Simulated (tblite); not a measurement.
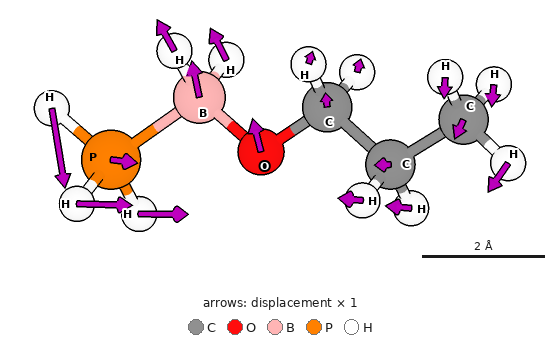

This is a relaxation of C$_{3}$H$_{12}$BOP. The starting structure is drawn; purple arrows show the displacements, at their true length. The two geometries are superimposed by the best rigid fit.

Style: ball-and-stick. Shown from a free direction.

Method: GFN2-xTB geometry optimisation, gas phase (tblite 0.8.0). 

Which element moves most?

Answer. Hydrogen: up to 1.37 Å, against 0.64 Å for boron.

Describe the change and its energy.

Answer. Over 67 geometry steps the energy falls by 69.7 kJ/mol. An H atom moves most after the best rigid fit: 1.37 Å. Largest moves by element: H 1.37 Å, B 0.64 Å, O 0.60 Å, P 0.51 Å, C 0.38 Å. Among the contacts that change: O–P 2.756 → 2.189 Å, H–P 1.421 → 1.370 Å, B–P 1.888 → 1.937 Å, C–H 1.127 → 1.092 Å. Bond angles that change, for instance: O–B–P 109.3° → 78.2°, B–P–H 109.7° → 135.9°, C–O–B 110.6° → 122.5°.
